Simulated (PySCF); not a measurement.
**C$_{4}$H$_{5}$N, SMILES `c1cc[nH]c1`: what the electrons do**

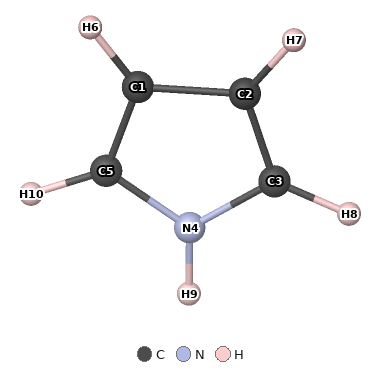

The molecule, with its atoms numbered as below. No frequency check shows the geometry to be a minimum.

Cartesian coordinates (Å):

```
C1      -0.9747   -0.7067    0.0000
C2      -0.9778    0.7025    0.0000
C3       0.3275    1.1091    0.0000
N4       1.1154    0.0023    0.0000
C5       0.3323   -1.1076    0.0000
H6      -1.8360   -1.3450    0.0000
H7      -1.8418    1.3371    0.0000
H8       0.7482    2.0954    0.0000
H9       2.1214    0.0045    0.0000
H10      0.7574   -2.0920    0.0000
```

### 1. Bonding charge

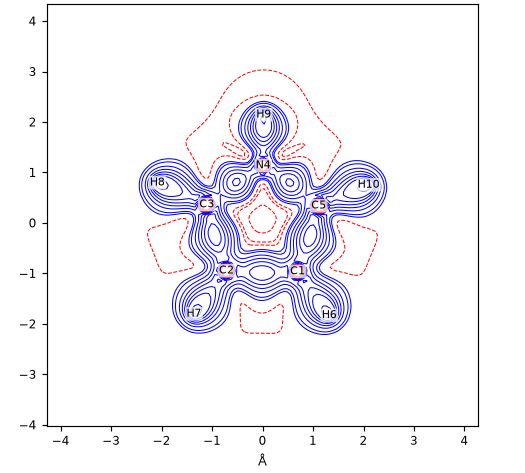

Deformation density (molecule less spherical, spin-averaged free atoms) in the molecular plane; contours at ±0.05 to ±0.8 e/Å³; solid blue lines: gain, dashed red lines: loss.

Method: B3LYP/6-31+G*; geometry: GFN2-xTB; program: PySCF.

Question: How much density has each bond in this plane gained at its critical point, relative to the free atoms?

Answer: N4–H9: +0.77 e/Å³ at the bond critical point (bond length 1.01 Å). C3–H8 and C5–H10: +0.70 e/Å³ at the bond critical point (bond length 1.07 Å). C2–H7 and C1–H6: +0.68 e/Å³ at the bond critical point (bond length 1.07 Å). C2–C3 and C1–C5: +0.66 e/Å³ at the bond critical point (bond length 1.37 Å). C1–C2: +0.58 e/Å³ at the bond critical point (bond length 1.41 Å). N4–C5 and C3–N4: +0.30 e/Å³ at the bond critical point (bond length 1.36 Å). In all, 2.1 electrons gather in the regions of gain relative to the promolecule.

### 2. Electrostatic potential

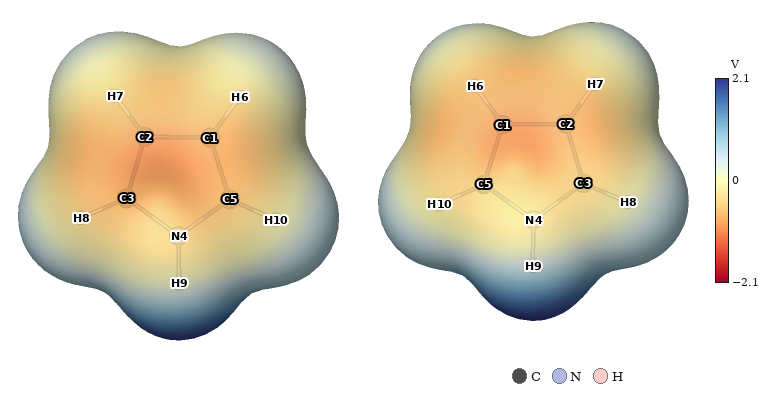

Electrostatic potential on the surface of electron density 0.001 a.u. (back view left, front view right).

Question: Where are the extremes of the potential on the surface?

Answer: Highest: 2.09 V, 1.2 Å from H9. Further maxima include 0.38 V, 1.3 Å from H6, and at like points elsewhere. Lowest: −0.99 V, off the C1–C2 bond (2.1 to 2.2 Å from its atoms), and at like points elsewhere. The surface is sampled at points, so like sites can differ by a few per cent and only the strongest of them is named.

Question: What volume does the surface enclose, and what is the dipole moment?

Answer: About 96 Å³; the dipole moment is 2.0 D.

### 3. Removing or adding an electron

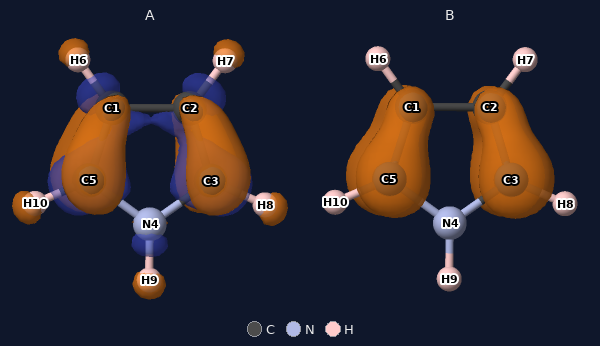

The Fukui function f⁻ from two separate SCF calculations and the density of the HOMO, at ±0.04 e/Å³ (orange positive, blue negative).

Level of theory: LDA (SVWN)/6-31G* (PySCF), at a geometry from GFN2-xTB.

Question: Which panel is which, and how good is the frozen-orbital picture?

Answer: A is f⁻ (it has negative regions), B the HOMO density. The HOMO lies on C3 and C5 (30 % each), C1 and C2 (14 % each) and N4 (5 %); f⁻ (Hirshfeld-condensed) is largest on C3 and C5 (0.19 each) and C1 and C2 (0.12 each); the vertical ionisation energy is 8.27 eV. Relaxation shifts 26 % of the electron between atoms. The orbital energy is −4.81 eV.

### 4. Magnetic shielding

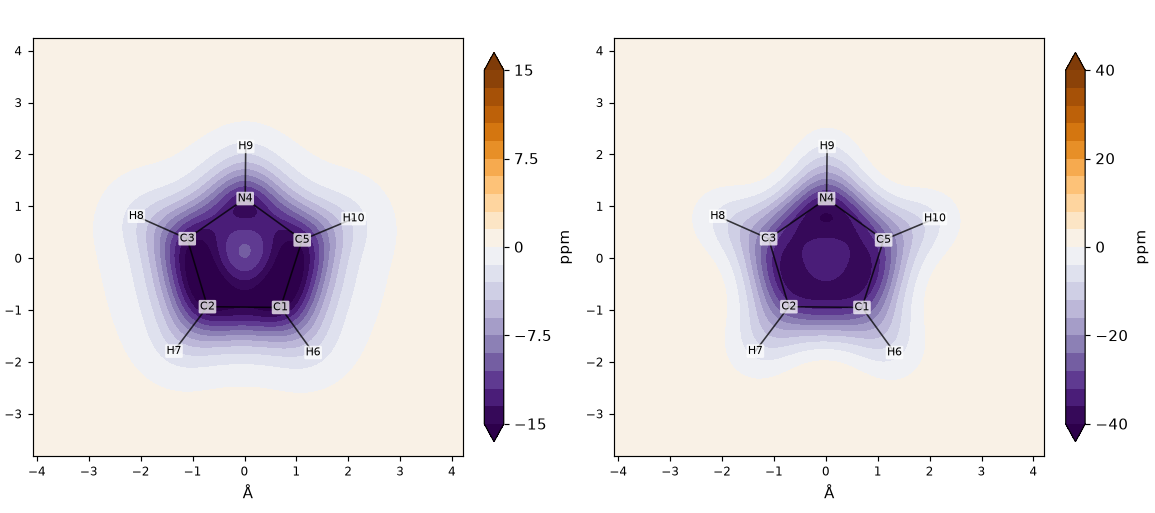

Isotropic NICS 1.0 Å above the plane of the 5-membered ring C1/C2/C3/N4/C5 (left) and NICSzz (the component normal to the ring) 1.0 Å above the plane of the same ring (right); GIAO shieldings; atoms are projected onto the map; negative values mean shielding.

PySCF calculation, HF/def2-SVPD, gas phase; geometry: GFN2-xTB.

Question: Is the ring aromatic by this magnetic criterion?

Answer: It is strongly diatropic (aromatic): NICS(0) = −14.3, NICS(1) = −10.6, NICS(1)zz = −32.7 ppm.

The PySCF runs shown took 9.4 s, 3.7 min and 21 s on 1 thread of Arm Neoverse V1 (shared host).
